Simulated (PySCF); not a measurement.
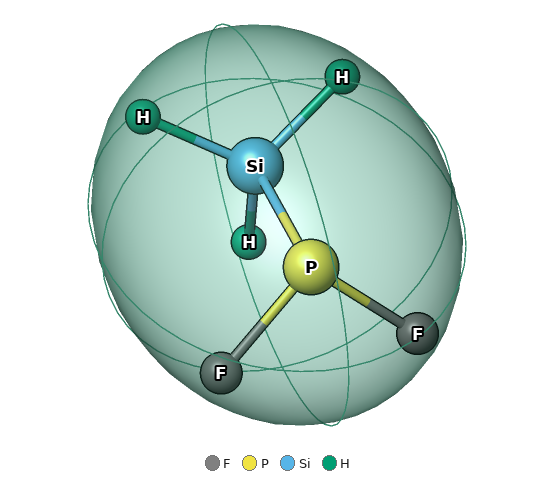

The ellipsoid shows the static dipole polarisability: its half-axes are proportional to the principal values. The geometry was computed by an optimisation with GFN2-xTB. No frequency run is at hand to confirm it as a minimum. Computed with CAM-B3LYP/def2-SVPD (PySCF 2.14.0).

How large and how anisotropic is the polarisability?

Principal values 48.7, 50.0, 68.2 bohr³; mean 55.6 bohr³ (8.24 Å³); anisotropy 18.9 bohr³, so the longest axis is 1.40 times the shortest.

The geometry is semi-empirical. Around P, Si such bond lengths and angles can be off by a tenth of an ångström or more and by several degrees, and values that hang on the shape move with them.
